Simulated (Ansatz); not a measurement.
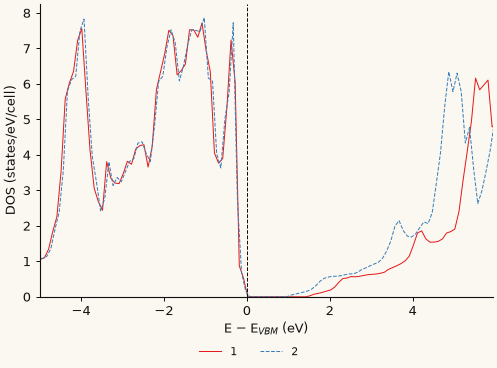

Total densities of states of Mg3ZnS4, space group I4/mmm (No. 139), 8 atoms in the cell, by two methods on the same cell. Each is counted from its own valence-band top.

**Which curve is which? The methods: PBE, r2SCAN.**

1 is r2SCAN; 2 is PBE. r2SCAN gives a gap of 1.44 eV and PBE gives a gap of 0.95 eV.

Settings. r2SCAN: DFT r2SCAN, scalar-relativistic, plane waves, PAW, no spin polarisation, 8×8×8 k mesh, 500 eV cutoff, Gaussian smearing of 0.02 eV (Ansatz 0.2.0). PBE: DFT PBE, scalar-relativistic, plane waves, PAW, no spin polarisation, 8×8×8 k mesh, 420 eV cutoff (Ansatz 0.2.0).

The structure is an invented one, so it need not be a known or stable phase.
